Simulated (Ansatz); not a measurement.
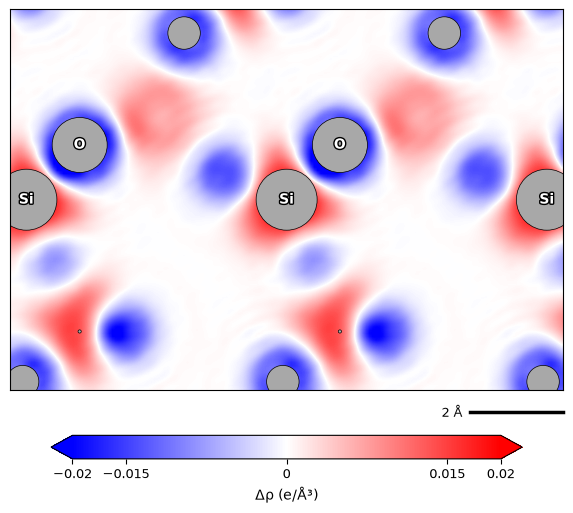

HfSi$_{2}$O$_{6}$. Difference of the valence pseudo-densities of two functionals at the same geometry, on the (011) plane of the calculation cell: PBE less r2SCAN.

Space group C2; a structure generated by program, which may or may not match a known phase.

Both computed with Ansatz (plane waves, PAW), on the same k-point mesh. Grey discs cover the atomic cores.

Question: Where does the change of functional move the electrons?

Answer: Against r2SCAN, PBE gives less density around O (−0.012 e/Å³ on average at 0.7 Å from the nucleus) and a change of −0.011 e/Å³ at the midpoint of Si–O.
